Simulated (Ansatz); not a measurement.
# Nudged elastic band of Si₂H₅ClO (part 2 of 2)

Si₂H₅ClO; RKS r2SCAN-D4/def2-SVP (Ansatz 0.2.0). It belongs to a series of runs on one base structure; here: band between the two ends.

Geometry of the input (Å):
```
Si 0.4066  1.5337  0.2650
O  -0.3978  0.1764  -0.2660
Si -0.5571  -1.4543  -0.3588
Cl 1.1235  -2.3692  0.4349
H  0.6799  2.4138  -0.9051
H  1.6902  1.1475  0.9182
H  -0.4548  2.2589  1.2412
H  -1.7315  -1.8944  0.4354
H  -0.6705  -1.8586  -1.7818
```

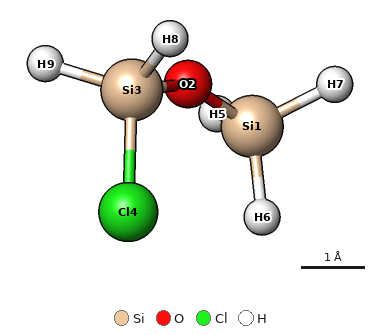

*The starting structure (ball-and-stick view, seen at a tilt; atoms are numbered from 1 in the order of the input).*

**Output, continued**
```
NEB iter  45: max|band force component| = 5.259e-2 eV/Å  barrier→ = 3.3379 eV  barrier← = 0.8699 eV  CI = image 3  Δτ_max = 0.0558 Å  (191 SCF iters)
NEB iter  46: max|band force component| = 7.568e-2 eV/Å  barrier→ = 3.3374 eV  barrier← = 0.8695 eV  CI = image 3  Δτ_max = 0.0281 Å  (199 SCF iters)
NEB iter  47: max|band force component| = 7.457e-2 eV/Å  barrier→ = 3.3374 eV  barrier← = 0.8694 eV  CI = image 3  Δτ_max = 0.0281 Å  (202 SCF iters)
NEB iter  48: max|band force component| = 6.306e-2 eV/Å  barrier→ = 3.3373 eV  barrier← = 0.8694 eV  CI = image 3  Δτ_max = 0.0281 Å  (193 SCF iters)
the calculation of the forces begins
reference -30393.35348133 eV, -1116.9351390841 hartree; 29, 29 occupied and 64, 64 virtual orbitals, 1020 factors
1020 factors; their error is unknown
mean field -30392.52503593 eV, -1116.9046942769 hartree, gradient 1.8e-5 eV, S^2 0.000000; 1 other end points of the search recorded, 0 dependent functions left out
the calculation of the forces begins
reference -30392.52504574 eV, -1116.9046946375 hartree; 29, 29 occupied and 64, 64 virtual orbitals, 1020 factors
NEB iter  49: max|band force component| = 4.473e-2 eV/Å  barrier→ = 3.3372 eV  barrier← = 0.8693 eV  CI = image 3  Δτ_max = 0.0000 Å  (392 SCF iters)
```

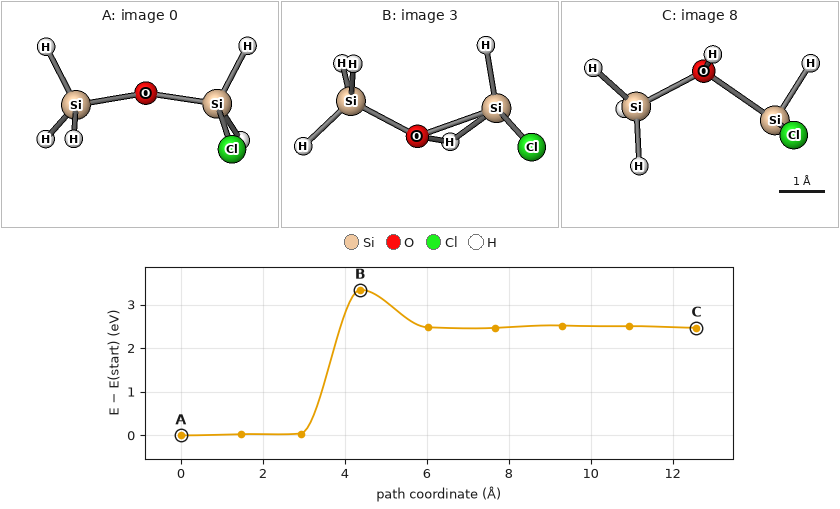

*Images of the last band (counted from 0; ball-and-stick, seen at a tilt) above the energy along the path; the line is a cubic interpolation that uses the forces.*

The highest image is number 3, 3.337 eV above the start and 0.869 eV above the end (the climbing image); the end lies 2.468 eV above the start. The path is 12.58 Å long. The band converged in 49 iterations.

```
Total energy: -30392.57691410 eV, -1116.9066007646 hartree
Atom 0 at     0.362626     1.376025     0.247631 Å, force    -0.000840    -0.002076     0.000635 eV/Å
Atom 1 at     0.068213    -0.248644     0.677015 Å, force     0.004317     0.001312    -0.005870 eV/Å
Atom 2 at    -0.716240    -1.692005    -0.269636 Å, force     0.000210     0.000787     0.002281 eV/Å
Atom 3 at     0.836509    -3.074034    -0.475499 Å, force    -0.001948     0.001021    -0.000648 eV/Å
Atom 4 at     1.075535     1.352779    -1.059248 Å, force     0.001565     0.000556     0.000950 eV/Å
Atom 5 at     1.184111     2.011853     1.311048 Å, force    -0.001718     0.000298     0.001274 eV/Å
Atom 6 at    -0.940332     2.087428     0.117185 Å, force    -0.000334    -0.000093    -0.001799 eV/Å
Atom 7 at    -0.974165    -0.769126     1.085903 Å, force    -0.001084    -0.001552     0.003441 eV/Å
Atom 8 at    -0.807757    -1.090576    -1.651400 Å, force    -0.000169    -0.000253    -0.000264 eV/Å
Dipole moment:    -0.117209     0.552287     0.036365 e Å
this run last wrote the band of iteration 49 to [file]
```

**The last band as extended XYZ (Å, eV, eV/Å)**
```
9
Properties=species:S:1:pos:R:3:forces:R:3 image=0 energy=-30395.91414
Si    0.4066    1.5337    0.2650   -0.0024   0.0082  -0.0017
O    -0.3978    0.1764   -0.2660    0.0005  -0.0052   0.0030
Si   -0.5571   -1.4543   -0.3588   -0.0079   0.0050  -0.0078
Cl    1.1235   -2.3692    0.4349    0.0044  -0.0015   0.0031
H     0.6799    2.4138   -0.9051    0.0015   0.0012   0.0024
H     1.6902    1.1475    0.9182   -0.0009  -0.0051  -0.0020
H    -0.4548    2.2589    1.2412    0.0004  -0.0015  -0.0001
H    -1.7315   -1.8944    0.4354    0.0033   0.0018   0.0005
H    -0.6705   -1.8586   -1.7818    0.0012  -0.0029   0.0025
9
Properties=species:S:1:pos:R:3:forces:R:3 image=1 energy=-30395.88538
Si    0.4264    1.5712    0.2562    0.0148  -0.0018   0.0066
O     0.1764    0.0187   -0.2745   -0.0302   0.0141  -0.0239
Si   -0.4774   -1.4835   -0.3154    0.0118  -0.0117   0.0029
Cl    1.0132   -2.8890   -0.0435   -0.0002   0.0018   0.0095
H     0.8772    2.3977   -0.8969   -0.0010   0.0072   0.0023
H     1.4689    1.5841    1.3211    0.0020  -0.0059  -0.0003
H    -0.8459    2.1289    0.8027    0.0019  -0.0003   0.0058
H    -1.4663   -1.6547    0.7815   -0.0022   0.0041  -0.0006
H    -1.0841   -1.7198   -1.6483    0.0030  -0.0074  -0.0021
9
Properties=species:S:1:pos:R:3:forces:R:3 image=2 energy=-30395.87125
Si    0.4749    1.5167    0.2356    0.0156   0.0118  -0.0073
O     0.2568   -0.1197    0.4506    0.0144   0.0211  -0.0162
Si   -0.5046   -1.4472   -0.1523    0.0147   0.0235   0.0158
Cl    0.8688   -2.9540   -0.4784   -0.0008   0.0089   0.0236
H     1.1161    1.7715   -1.0866    0.0129   0.0333  -0.0045
H     1.3414    2.0185    1.3342    0.0130   0.0068  -0.0044
H    -0.8478    2.2081    0.2812    0.0128   0.0180  -0.0013
H    -1.4810   -1.9061    0.8620   -0.0536  -0.1099  -0.0296
H    -1.1362   -1.1340   -1.4633   -0.0291  -0.0135   0.0239
9
Properties=species:S:1:pos:R:3:forces:R:3 image=3 energy=-30392.57690
Si    0.3626    1.3760    0.2476   -0.0008  -0.0021   0.0006
O     0.0682   -0.2486    0.6770    0.0043   0.0013  -0.0059
Si   -0.7162   -1.6920   -0.2696    0.0002   0.0008   0.0023
Cl    0.8365   -3.0740   -0.4755   -0.0019   0.0010  -0.0006
H     1.0755    1.3528   -1.0592    0.0016   0.0006   0.0009
H     1.1841    2.0119    1.3110   -0.0017   0.0003   0.0013
H    -0.9403    2.0874    0.1172   -0.0003  -0.0001  -0.0018
H    -0.9742   -0.7691    1.0859   -0.0011  -0.0016   0.0034
H    -0.8078   -1.0906   -1.6514   -0.0002  -0.0003  -0.0003
9
Properties=species:S:1:pos:R:3:forces:R:3 image=4 energy=-30393.43624
Si    0.3824    1.1386    0.2465   -0.0021   0.0016   0.0081
O    -0.7615   -0.1439    0.4653   -0.0390  -0.0410  -0.0452
Si   -0.8933   -1.8555   -0.6210    0.0174   0.0083  -0.0206
Cl    1.1593   -2.3748   -0.1861    0.0215   0.0074   0.0135
H     1.2877    0.7011   -0.8337   -0.0023  -0.0120   0.0037
H     1.0759    1.3453    1.5465   -0.0017  -0.0142  -0.0015
H    -0.3944    2.3529   -0.1185    0.0069   0.0030   0.0000
H    -1.2145   -0.2349    1.3155    0.0165   0.0452   0.0501
H    -0.5531   -0.9749   -1.8314   -0.0173   0.0018  -0.0080
9
Properties=species:S:1:pos:R:3:forces:R:3 image=5 energy=-30393.45000
Si    0.4327    1.1002    0.3015    0.0150  -0.0013  -0.0097
O    -0.8731   -0.0288    0.0865    0.0016   0.0217   0.0018
Si   -0.7554   -2.0094   -0.3460   -0.0138   0.0035  -0.0235
Cl    1.3405   -1.9732    0.2277    0.0151  -0.0097   0.0316
H     1.2670    1.0533   -0.9175   -0.0049  -0.0100  -0.0005
H     1.1741    0.8333    1.5551   -0.0026   0.0064  -0.0044
H    -0.2963    2.3963    0.4152   -0.0011   0.0018  -0.0106
H    -1.7280    0.2229    0.4660   -0.0111  -0.0269   0.0320
H    -0.4731   -1.6410   -1.8056    0.0019   0.0146  -0.0167
9
Properties=species:S:1:pos:R:3:forces:R:3 image=6 energy=-30393.39536
Si    0.3927    1.1901    0.3541   -0.0144  -0.0088  -0.0039
O    -0.8224   -0.0032    0.0251    0.0283   0.0066  -0.0044
Si   -0.5722   -2.0382    0.2590    0.0005   0.0028  -0.0190
Cl    1.5577   -1.8196   -0.1138   -0.0115  -0.0090   0.0024
H     1.4131    1.2419   -0.7187   -0.0040   0.0154   0.0015
H     0.9364    0.8423    1.6837    0.0043   0.0042  -0.0010
H    -0.3741    2.4673    0.3837   -0.0112  -0.0036   0.0108
H    -1.4717    0.2097   -0.6629    0.0224   0.0011  -0.0104
H    -0.9710   -2.1366   -1.2272   -0.0145  -0.0088   0.0241
9
Properties=species:S:1:pos:R:3:forces:R:3 image=7 energy=-30393.40957
Si    0.2970    1.3241    0.3565    0.0005  -0.0022  -0.0033
O    -0.6362    0.0336   -0.3313   -0.0032   0.0024   0.0078
Si   -0.6095   -1.7998    0.5785   -0.0003  -0.0010  -0.0041
Cl    1.3700   -2.1443   -0.2453    0.0016   0.0003   0.0006
H     1.3112    1.7088   -0.6585    0.0016  -0.0030   0.0006
H     0.8885    0.7890    1.6029   -0.0009   0.0012   0.0010
H    -0.6392    2.4455    0.6223    0.0011   0.0005  -0.0029
H    -0.5256   -0.0937   -1.2883   -0.0035   0.0030   0.0013
H    -1.3676   -2.3095   -0.6539    0.0031  -0.0012  -0.0009
9
Properties=species:S:1:pos:R:3:forces:R:3 image=8 energy=-30393.44621
Si    0.2759    1.3792    0.2931   -0.0030  -0.0011  -0.0001
O    -0.3466   -0.0044   -0.5439    0.0079  -0.0121  -0.0056
Si   -0.7385   -1.6075    0.6466    0.0022  -0.0008   0.0037
Cl    1.0875   -2.5186   -0.0873   -0.0069   0.0049   0.0035
H     0.7378    2.2991   -0.7811    0.0004  -0.0024  -0.0025
H     1.3987    0.9709    1.1729    0.0032  -0.0021  -0.0014
H    -0.8700    1.9331    1.0474   -0.0017  -0.0012   0.0012
H     0.1725   -0.3320   -1.3023   -0.0027   0.0158   0.0030
H    -1.6288   -2.1661   -0.4624    0.0006  -0.0010  -0.0019
```

**Results in brief**

| quantity | value |
| --- | --- |
| outcome | converged |
| barrier, forward | 3.337 eV |
| barrier, backward | 0.869 eV |
| wall time | 16 min (CPU time 30 min) |
| peak memory | 0.18 GiB |

**Notes**

The order of the saddle point was not checked.
